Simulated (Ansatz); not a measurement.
# (BeTe)1(CuBr)2 [001] superlattice, started as zinc blende: a soft mode frozen in, part 2 of 2

Aim: this structure of (BeTe)1(CuBr)2 [001] superlattice, started as zinc blende is to be tested for unstable modes, and one is followed downhill.

Ansatz 0.2.0; DFT PBEsol, scalar-relativistic, plane waves, PAW.

So far. Step 2 (Modes at Γ): Before it was imposed, the acoustic sum rule was missed by 1.1e-4 eV/Å² and the charge sum rule by 0.0031 e. Small misses are needed for a sound result but don't prove that mesh and cutoff are converged. The lowest optical mode is imaginary, 117.5i cm⁻¹, so the energy falls along it. Step 3 (The mode frozen in, largest atomic shift 0 Å): At this level the gap is 0.34 eV on the k-mesh of the self-consistent run, which can miss the band edges.

The structure was built from a prototype and need not be the compound's stable phase.

## (4) The mode frozen in, largest atomic shift 0.22 Å

The atoms are moved along the unstable eigenvector, the largest shift by 0.22 Å, with the cell fixed.

File input.yaml:

```yaml
crystal:
  lattice:
    - [2.7933832144, 2.7933832144, 0.0]
    - [-2.8744696595, 2.8744696595, 0.0]
    - [2.833926437, -0.0405432226, 8.2613048286]
  atoms:
    - { symbol: Be, position: [0.9988959206, 0.0552231032, 0.0022081589] }
    - { symbol: Br, position: [0.744597981, 0.7535288686, 0.510804038] }
    - { symbol: Br, position: [0.079415277, 0.4158858047, 0.841169446] }
    - { symbol: Cu, position: [0.3367393927, 0.6640417548, 0.3265212145] }
    - { symbol: Cu, position: [0.6678106868, 0.3311669915, 0.6643786265] }
    - { symbol: Te, position: [0.422540742, 0.0778725, 0.1549185161] }
kpoints:
  mp_grid: { grid: [8, 8, 8] }
hamiltonian:
  xc: pbesol
scf:
  occupations: { method: gaussian, width: 0.02 }
output:
  forces: true
  stress: true
  eigenvalues: true
```

Started as:

```sh
$ ansatz run input.yaml --threads 4 --pin off --max-ram 14336MiB --backend cpu --events-out ev --progress --plain --runs-dir out
```

Numbers of over 12 decimals in the logs are rounded to 6 here.

The program printed:

```text
[...]
Crystal: 6 atoms, lattice volume = 132.668 Å³
Basis set: ecut = 420 eV, 2607 PW (Γ), exchange–correlation on 54×60×120 points (8 copies of the dense FFT grid, shifted against one another)
Bands: 42, of which v1, the nominal top of the filled ones, is band 35 counted from 1 (34 counted from 0)
Symmetry: 2 space group operations
[...]
k-point 0: bands = [... 31 lower, 6.4040, 7.1717, 7.2495, 7.7891, 8.3532, 9.7822, 10.3263, 11.1087, ... 2 higher]
  k-point 1: bands = [... 31 lower, 6.4217, 7.0842, 7.2111, 7.7602, 8.5055, 9.7804, 10.3490, 11.1034, ... 2 higher]
  k-point 2: bands = [... 31 lower, 6.4670, 6.9304, 7.1047, 7.6884, 8.8210, 9.7983, 10.3903, 11.1167, ... 2 higher]
  k-point 149: bands = [... 31 lower, 5.8886, 6.0864, 6.1150, 6.2371, 9.7889, 10.5847, 11.0685, 11.2037, ... 2 higher]
[key lines of the parts left out:]
SCF converged after 9 iterations
Free energy (F): -25643.665771 eV
Fermi energy:    8.139248 eV
P = ⅓ Tr σ = 0.2001 GPa (2.001 kbar)
```

Run time: 17 s. Hardware: 4 threads of Intel Xeon Platinum 8375C at 2.90GHz (Ice Lake), shared host; peak memory 0.91 GiB; 64 s of CPU time.

Numbers from this step:

| Quantity | Value |
| --- | --- |
| pressure | 0.2001 GPa |
| gap on the k-mesh | 0.4298 eV |
| energy from the undistorted cell | -0.647 meV/atom |

The energy, extrapolated to zero smearing, is -0.65 meV/atom against the undistorted cell.

The run ends at a pressure of 0.20 GPa, with forces up to 0.24 eV/Å.

## (5) Energy along the mode, all amplitudes (two of the runs are shown above)

An imaginary frequency means negative curvature, so the energy should fall and then rise again as anharmonic terms take over.

Numbers from this step:

| Item | Value |
| --- | --- |
| depth at the lowest point sampled | 0.647 meV/atom |
| largest atomic shift at that point | 0.22 Å |

The energy from the parent by largest shift of an atom, one sign:

```
largest shift of an atom, one sign (Å)  energy from the parent (meV/atom)
                                 0.000                                  0
                                 0.040                             -0.064
                                 0.080                              -0.24
                                 0.140                             -0.583
                                 0.220                             -0.647
                                 0.320                               1.63
                                 0.450                               13.5
```

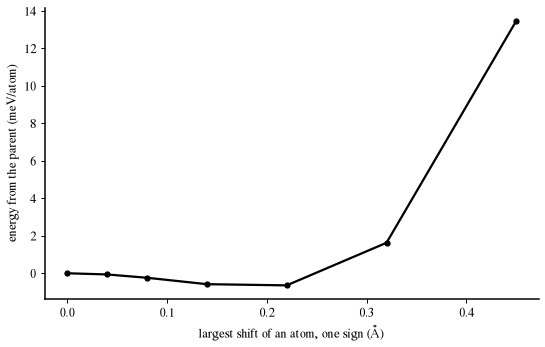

Energy from the parent, plotted against largest shift of an atom, one sign.

Displacement at unit largest shift by atom:

```
atom   x (Å)   y (Å)  z (Å)   size
 Be1  -0.707   0.707  0.000  1.000
 Br2   0.024  -0.024  0.000  0.034
 Br3   0.061  -0.061  0.000  0.086
 Cu4  -0.010   0.010  0.000  0.014
 Cu5   0.013  -0.013  0.000  0.018
 Te6  -0.005   0.005  0.000  0.007
```

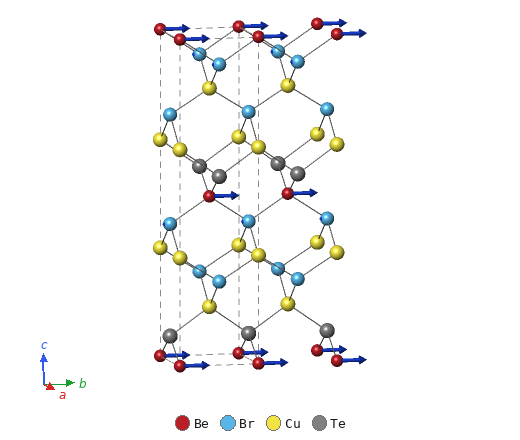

Displacement at unit largest shift as arrows, the longest 1.000 Å. 1×2×1 conventional cells are drawn. Some periodic images of atoms are drawn too.

The lowest of the steps tried is at 0.22 Å, 0.647 meV/atom below the parent; the bottom of the well need not coincide with a step.

## (6) Relaxing from the distorted cell

Starting from the lowest point found, all atoms and the cell are let go, so that strain and other modes of the same symmetry can join in.

input.yaml: that of step 4 with these lines changed.

```diff
@@ -17,3 +17,3 @@
 scf:
-  occupations: { method: gaussian, width: 0.02 }
+  occupations: { method: fixed }
 output:
@@ -22 +22,6 @@
   eigenvalues: true
+relax:
+  adjacent_minimum: "off"
+  f_tol: 0.002
+  max_steps: 120
+  cell: { stress_tol: 0.03 }
```

The program printed:

```text
[...]
Crystal: 6 atoms, lattice volume = 132.668 Å³
Basis set: ecut = 420 eV, 2607 PW (Γ), exchange–correlation on 54×60×120 points (8 copies of the dense FFT grid, shifted against one another)
Bands: 42, of which v1, the nominal top of the filled ones, is band 35 counted from 1 (34 counted from 0)
Symmetry: 2 space group operations
[...]
k-points: 150 of 512 (time reversal used)
[...]
SCF iter   1: F=—  HF=-25643.678486 eV  |F-HF|=—  |Δ(HF+E_count)|=         —  Δρ=8.09e-3  dr2=6.46e-2  ethr=1.77e-3  ⟨swp⟩=5.3  Hψ=22819  notcnv=0  defer=727
[...]
SCF iter   9: F=-25643.665771 eV  HF=-25643.665771 eV  |F-HF|=1.90e-8  |Δ(HF+E_count)|=   3.79e-7  Δρ=5.42e-6  dr2=4.29e-8  ethr=1.43e-10  ⟨swp⟩=12.6  Hψ=38057  notcnv=0
SCF 1 converged in 9 iterations: F = -25643.665771 eV  dr2 = 4.29e-8
[...]
relax step   1: F+E_penalty+E_count = -25643.66577099 eV  Δ(F+E_penalty+E_count) = +0.000e0 eV  max|allowed force component| = 2.402e-1 eV/Å  Δτ_max = 0.0000 Å  P = +0.200 GPa  Ω = 132.668 Å³  (9 SCF iters, dr2 threshold 1.00e-7 eV, accepted)
Crystal: 6 atoms, lattice volume = 133.563 Å³
Basis set: ecut = 420 eV, 2621 PW (Γ), exchange–correlation on 54×60×120 points (8 copies of the dense FFT grid, shifted against one another)
[...]
iter 1 solved again at ethr=5.92e-6 eV; its pass at ethr=3.10e-3 eV (dr2=4.15e-3 eV) is discarded
[...]
SCF iter   7: F=-25643.675646 eV  HF=-25643.675646 eV  |F-HF|=2.78e-7  |Δ(HF+E_count)|=   1.07e-6  Δρ=2.08e-5  dr2=4.38e-7  ethr=8.57e-10  ⟨swp⟩=10.4  Hψ=36114  notcnv=0
SCF 2 converged in 7 iterations: F = -25643.675646 eV  dr2 = 4.38e-7
relax step   2: F+E_penalty+E_count = -25643.67564594 eV  Δ(F+E_penalty+E_count) = -9.875e-3 eV  max|allowed force component| = 6.608e-2 eV/Å  Δτ_max = 0.0404 Å  P = +0.115 GPa  Ω = 133.563 Å³  energy of the carried Pulay correction = -2.331e-4 eV  (7 SCF iters, dr2 threshold 6.00e-7 eV, accepted)
Crystal: 6 atoms, lattice volume = 134.048 Å³
Basis set: ecut = 420 eV, 2639 PW (Γ), exchange–correlation on 54×60×120 points (8 copies of the dense FFT grid, shifted against one another)
[...]
SCF iter   7: F=-25643.679190 eV  HF=-25643.679190 eV  |F-HF|=6.90e-8  |Δ(HF+E_count)|=   4.65e-7  Δρ=1.31e-5  dr2=1.65e-7  ethr=3.90e-10  ⟨swp⟩=10.1  Hψ=34824  notcnv=0
SCF 3 converged in 7 iterations: F = -25643.679190 eV  dr2 = 1.65e-7
relax step   3: F+E_penalty+E_count = -25643.67918990 eV  Δ(F+E_penalty+E_count) = -3.544e-3 eV  max|allowed force component| = 8.483e-2 eV/Å  Δτ_max = 0.0297 Å  P = -0.023 GPa  Ω = 134.048 Å³  energy of the carried Pulay correction = -3.587e-4 eV  (7 SCF iters, dr2 threshold 2.73e-7 eV, accepted)
[...]
relax step   4: F+E_penalty+E_count = -25643.68757774 eV  Δ(F+E_penalty+E_count) = -8.388e-3 eV  max|allowed force component| = 1.191e-1 eV/Å  Δτ_max = 0.0985 Å  P = -0.245 GPa  Ω = 135.164 Å³  energy of the carried Pulay correction = -6.462e-4 eV  (8 SCF iters, dr2 threshold 4.50e-7 eV, accepted)
[...]
relax step   5: F+E_penalty+E_count = -25643.70506978 eV  Δ(F+E_penalty+E_count) = -1.749e-2 eV  max|allowed force component| = 5.116e-2 eV/Å  Δτ_max = 0.1461 Å  P = +0.052 GPa  Ω = 135.921 Å³  energy of the carried Pulay correction = -8.398e-4 eV  (8 SCF iters, dr2 threshold 6.00e-7 eV, accepted)
[...]
relax step   6: F+E_penalty+E_count = -25643.70864469 eV  Δ(F+E_penalty+E_count) = -3.575e-3 eV  max|allowed force component| = 2.048e-2 eV/Å  Δτ_max = 0.0754 Å  P = -0.047 GPa  Ω = 136.813 Å³  energy of the carried Pulay correction = -1.067e-3 eV  (8 SCF iters, dr2 threshold 1.64e-7 eV, accepted)
[...]
relax step   7: F+E_penalty+E_count = -25643.70906260 eV  Δ(F+E_penalty+E_count) = -4.179e-4 eV  max|allowed force component| = 7.042e-3 eV/Å  Δτ_max = 0.0218 Å  P = +0.009 GPa  Ω = 136.803 Å³  energy of the carried Pulay correction = -1.064e-3 eV  (8 SCF iters, dr2 threshold 2.98e-8 eV, accepted)
[...]
relax step   8: F+E_penalty+E_count = -25643.70907715 eV  Δ(F+E_penalty+E_count) = -1.455e-5 eV  max|allowed force component| = 1.725e-3 eV/Å  Δτ_max = 0.0047 Å  P = +0.001 GPa  Ω = 136.847 Å³  energy of the carried Pulay correction = -1.075e-3 eV  (8 SCF iters, dr2 threshold 3.10e-9 eV, accepted)
[...]
SCF iter   1: F=—  HF=-25643.706154 eV  |F-HF|=—  |Δ(HF+E_count)|=         —  Δρ=5.37e-4  dr2=1.08e-5  ethr=5.22e-6  ⟨swp⟩=3.3  Hψ=37688  notcnv=0  defer=750
eigensolver tolerance schedule: the retry pair's looser diagonalisation over-reported the residual by 338.60 of it (diagonalisation noise at 1.33 of the residual, at the tolerance the schedule requests for it); recorded, not acted on — ethr = c·dr2/N_el stays at c = 1.0e-1
[...]
SCF iter   2: F=—  HF=-25643.709148 eV  |F-HF|=—  |Δ(HF+E_count)|=   2.99e-3  Δρ=2.74e-4  dr2=2.95e-6  ethr=1.54e-8  ⟨swp⟩=2.6  Hψ=11512  notcnv=0  defer=750
[...]
SCF iter  10: F=-25643.710108 eV  HF=-25643.710108 eV  |F-HF|=7.28e-12  |Δ(HF+E_count)|=  7.28e-12  Δρ=5.18e-8  dr2=3.52e-12  ethr=1.00e-12  ⟨swp⟩=14.7  Hψ=40602  notcnv=0
SCF 9 converged in 10 iterations: F = -25643.710108 eV  dr2 = 3.52e-12
relax step   9: F+E_penalty+E_count = -25643.71010810 eV  Δ(F+E_penalty+E_count) = -1.031e-3 eV  max|allowed force component| = 1.569e-3 eV/Å  Δτ_max = 0.0000 Å  P = -0.001 GPa  Ω = 136.847 Å³  stress off target by 4.67e-3 GPa  SCF on the basis re-selected at this cell (its energy is not comparable with the rows above)  (10 SCF iters)
basis re-selected at this cell: Δ(F+E_penalty+E_count) = -1.031e-3 eV, ΔP = -0.002 GPa vs the last step (what re-selecting the basis moved, of the pressure what is left beyond the Pulay correction that the steps carried, after the strain that the cell walked since its last selection, with what the two solves' SCF thresholds leave and, on support functions, any second-order correction that the steps lacked; it is no m [...]
SCF converged after 10 iterations
Free energy (F): -25643.710108 eV
[...]
Internal energy: -25643.710108 eV  (E = F + TS)
E sigma→0 (E₀):  -25643.710108 eV
Fermi energy:    7.095789 eV
[...]
--- Forces (eV/Å), atoms counted from 1 ---
  atom   1  Be    -0.00115222     0.00115222    -0.00144452
  atom   2  Br    -0.00013025     0.00013025    -0.00156928
  atom   3  Br     0.00052303    -0.00052303     0.00150167
  atom   4  Cu     0.00009879    -0.00009879     0.00010149
  atom   5  Cu     0.00060150    -0.00060150     0.00035660
  atom   6  Te     0.00005981    -0.00005981     0.00105427
  max |Σ_I F_I| component: 6.52e-7 eV/Å
--- Stress (GPa, compression-positive) ---
       -0.001006      -0.003663       0.000682
       -0.003663      -0.001006      -0.000682
        0.000681      -0.000681      -0.001626
  P = ⅓ Tr σ = -0.0012 GPa (-0.012 kbar)
--- Band table (eV; the first three rows and the last of 150) ---
  k-point 0: bands = [... 31 lower, 6.0109, 6.7164, 6.7785, 7.0538, 8.2256, 9.5968, 9.7500, 10.2962, ... 3 higher]
  k-point 1: bands = [... 31 lower, 6.0260, 6.6637, 6.7459, 7.0193, 8.3559, 9.5179, 9.8413, 10.3399, ... 3 higher]
  k-point 2: bands = [... 31 lower, 6.0659, 6.5598, 6.6554, 6.9461, 8.6231, 9.4947, 9.9183, 10.4776, ... 3 higher]
  k-point 149: bands = [... 31 lower, 5.4470, 5.6638, 5.7459, 5.8367, 8.8147, 10.5278, 10.5967, 10.6764, ... 3 higher]
--- Relaxed structure (8 steps of the walk, 8 accepted, 1 SCFs on fresh bases) ---
  F+E_penalty+E_count = -25643.71010810 eV   max|allowed force component| = 1.569e-3 eV/Å   (the final SCF, on the basis selected at the relaxed cell)
  cell:  # Å, volume = 136.8472 Å³
    - [2.790945, 2.790945, 0.0]
    - [-2.983590, 2.983590, 0.095916]
    - [2.749436, 0.041510, 8.173514]
  atoms:
    - { symbol: Be, position: [0.987707, 0.153509, 0.024587] }
    - { symbol: Br, position: [0.745021, 0.730573, 0.509959] }
    - { symbol: Br, position: [0.085405, 0.405955, 0.829189] }
    - { symbol: Cu, position: [0.338721, 0.644899, 0.322559] }
    - { symbol: Cu, position: [0.673120, 0.284188, 0.653760] }
    - { symbol: Te, position: [0.420027, 0.078594, 0.159946] }
```

Wall time 2.8 min (4 threads); peak memory 0.99 GiB.

Relaxation path:

```
step  energy less that of the first step (eV)  largest force component (eV/Å)  pressure (GPa)  volume (Å³)
   1                                   0.0000                          0.2402            0.20       132.67
   2                                  -0.0099                          0.0661            0.12       133.56
   3                                  -0.0134                          0.0848           -0.02       134.05
   4                                  -0.0218                          0.1191           -0.25       135.16
   5                                  -0.0393                          0.0512            0.05       135.92
   6                                  -0.0429                          0.0205           -0.05       136.81
   7                                  -0.0433                          0.0070            0.01       136.80
   8                                  -0.0433                          0.0017            0.00       136.85
  9*                                  -0.0443                          0.0016            0.00       136.85
```

Relaxation steps marked * repeat the geometry before them on a plane-wave basis chosen anew for their cell, so energy and pressure can jump there.

Forces are held to the 2 operations that the run works with; a distortion that breaks them can't arise in this run.

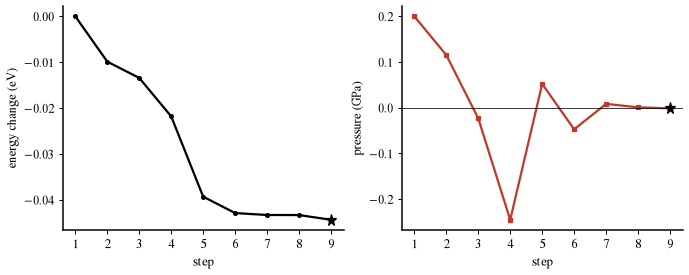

Energy and pressure along the relaxation. Stars mark steps on a basis chosen anew.

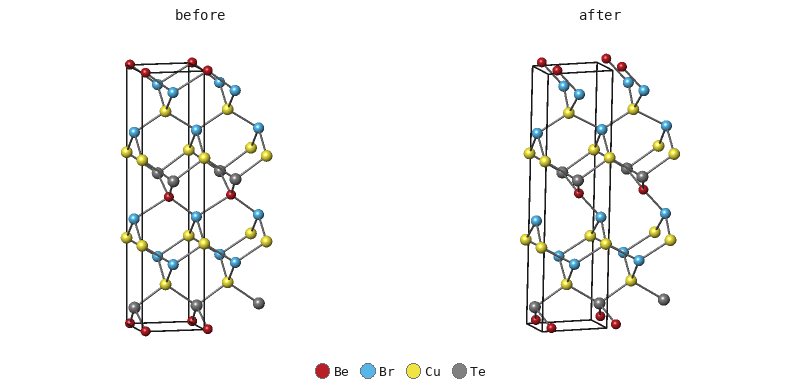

Before and after, at one scale.

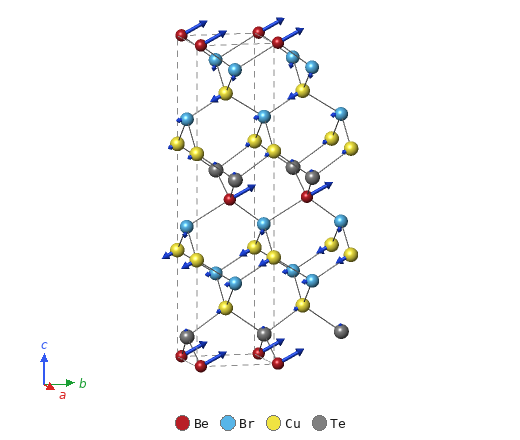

Displacements in the relaxation, exaggerated, measured against the changing cell; the longest in the cell stands for 0.42 Å. 1×2×1 conventional cells are drawn. Some periodic images of atoms are drawn too.

```
     cell as run  before   after  change
           a (Å)   3.950   3.947  -0.1 %
           b (Å)   4.065   4.221  +3.8 %
           c (Å)   8.734   8.624  -1.3 %
           α (°)  103.46  101.56  -1.8 %
           β (°)   76.93   76.77  -0.2 %
volume (Å³/atom)   22.11   22.81  +3.1 %
```

The atoms that moved most (Å, as changes of fractional coordinates times the final cell):

```
atom      dx      dy      dz  length
 Be1  -0.263   0.263   0.192   0.419
 Cu5   0.126  -0.126  -0.091   0.200
 Br3   0.013  -0.013  -0.099   0.101
 Br2   0.067  -0.067  -0.009   0.096
 Cu4   0.052  -0.052  -0.034   0.081
 Te6   0.005  -0.005   0.041   0.042
```

This step gave:

```
pressure          : -0.001212 GPa
gap on the k-mesh : 1.130 eV
volume per atom   : 22.81 Å³
```

The distorted start has space group Cm; the relaxation ends in Cm.

## (7) The new phase in its own primitive cell

The relaxed structure is symmetrised, reduced to its primitive cell and relaxed tightly, as its phonons need.

File input.yaml:

```yaml
crystal:
  lattice:
    - [8.3948051546, -1.9734964623, 0.0]
    - [8.3948051546, 1.9734964623, 0.0]
    - [-0.8690339904, 0.0, 4.1300852609]
  atoms:
    - { symbol: Be, position: [0.9877065303, 0.9877065303, 0.8464905943] }
    - { symbol: Br, position: [0.7450206895, 0.7450206895, 0.2694272289] }
    - { symbol: Br, position: [0.0854054663, 0.0854054663, 0.5940447151] }
    - { symbol: Cu, position: [0.3387206025, 0.3387206025, 0.3551006684] }
    - { symbol: Cu, position: [0.6731199228, 0.6731199228, 0.7158118363] }
    - { symbol: Te, position: [0.4200267885, 0.4200267885, 0.9214059343] }
kpoints:
  mp_grid: { grid: [6, 6, 6] }
hamiltonian:
  xc: pbesol
scf:
  occupations: { method: fixed }
output:
  forces: true
  stress: true
  eigenvalues: true
relax:
  adjacent_minimum: "off"
  f_tol: 0.001
  max_steps: 60
  cell: { stress_tol: 0.01 }
```

The program printed:

```text
[...]
- [8.392646, 1.973826, -0.000671738]
    - [-0.869141, -1.589590766405287e-19, 4.130828]
  atoms:
    - { symbol: Be, position: [0.987690, 0.987690, 0.846512] }
    - { symbol: Br, position: [0.745028, 0.745028, 0.269494] }
    - { symbol: Br, position: [0.085396, 0.085396, 0.594107] }
    - { symbol: Cu, position: [0.338731, 0.338731, 0.354988] }
    - { symbol: Cu, position: [0.673119, 0.673119, 0.715902] }
    - { symbol: Te, position: [0.420037, 0.420037, 0.921278] }
[key lines of the parts left out:]
SCF converged after 8 iterations
Free energy (F): -25643.707512 eV
Fermi energy:    7.094130 eV
P = ⅓ Tr σ = 0.0008 GPa (0.008 kbar)
```

Elapsed: 34 s, on 4 threads; peak memory 0.73 GiB.

Little changed from the start: no atom moved by 0.005 Å and no cell edge by 0.1 %.

Numbers from this step:

```
pressure           : 7.65e-4 GPa
gap on the k-mesh  : 1.131 eV
direct gap on mesh : 1.172 eV
```

The largest force component left is 0.97 meV/Å and the pressure is 0.001 GPa, within the tolerances set. The cell now holds 22.81 Å³/atom.

## (8) The phases reached

The phases reached along the modes that were followed are set side by side.

Energies are those of the first relaxation, on the mesh of the frozen mode; space group, volume and gap are those of the last relaxation. Phases, by row:

```
          mode frozen in  space group  energy from parent (meV/atom)  volume (Å³/atom)  gap on mesh (eV)  lowest zone-centre optical mode (cm⁻¹)  largest shift (Å)
                  parent         Imm2                              0             22.11             0.339                                       –                  –
q = (0, 0, 0), 117i cm⁻¹           Cm                          -8.04             22.81             1.131                                       –                0.6
```

## (9) Outcome

```
unstable mode of the parent                                                      : q = (0, 0, 0), 118i cm⁻¹
depth at the lowest point sampled                                                : 0.647 meV/atom
largest atomic shift at that point                                               : 0.22 Å
space group reached (within 0.01 Å)                                              : Cm
energy gained over the parent (first relaxation, on the mesh of the frozen mode) : 8.04 meV/atom
volume per atom, phase reached                                                   : 22.8 Å³
gap on the k-mesh, phase reached                                                 : 1.13 eV
```

What this shows: Along this mode the structure falls into Cm, 8.04 meV/atom below the parent. At the parent's cell the well is 0.647 meV/atom deep on the steps tried, with its lowest point at a shift of 0.22 Å. Relaxing atoms and cell changes the gain by +7.39 meV/atom against the lowest step (energies at zero smearing). Most of the total comes from this relaxation. The modes of the phase reached were not computed on this path. How so shallow a well moves with the k mesh was not tested. Each path keeps the symmetry of its pattern, so a lower phase may lie along a pattern not tried. With the field response the log warns that the k mesh is coarse for the force constants too, so the frequencies may not be converged. Spin-orbit coupling is left out, which can matter for the heavy elements here. The starting cell was built on a prototype and not taken from a measurement, so the phase need not exist.

[Logs are printed without paths, hosts, clocks, repeated set-up lines and the standing remarks that a program may print on its own settings, such as how far it seeks lower states.]

[Hosts, paths, dates, database ids (printed as entryN), source tags and the programs' standing remarks are cut or masked in the printed files.]
